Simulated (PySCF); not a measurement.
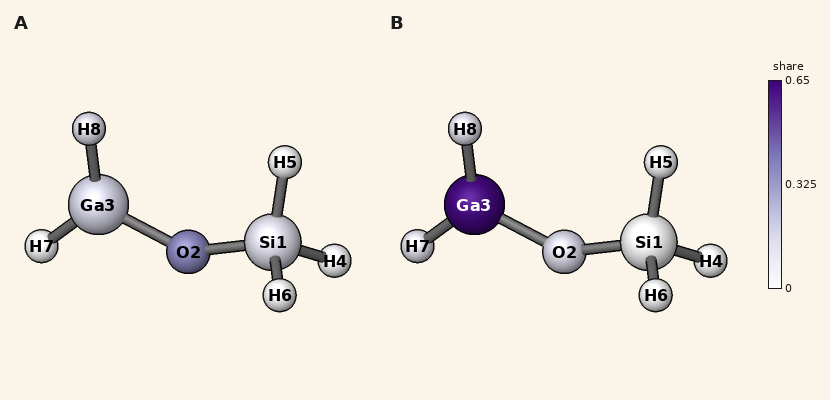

Each panel colours the atoms by their Löwdin share in one orbital (up to four of the largest shares; other atoms are shown as zero). Computed geometry: PBE0-D3(BJ)/def2-SVP optimisation. No frequency run is at hand to confirm it as a minimum. Method: CAM-B3LYP/def2-SVPD (PySCF 2.14.0).

The panels show the HOMO, LUMO, in some order. Which is which?

A: HOMO, −9.69 eV; O2 0.37, Ga3 0.16, H8 0.13, Si1 0.12
B: LUMO, −0.59 eV; Ga3 0.63, O2 0.14, H8 0.10, H7 0.10
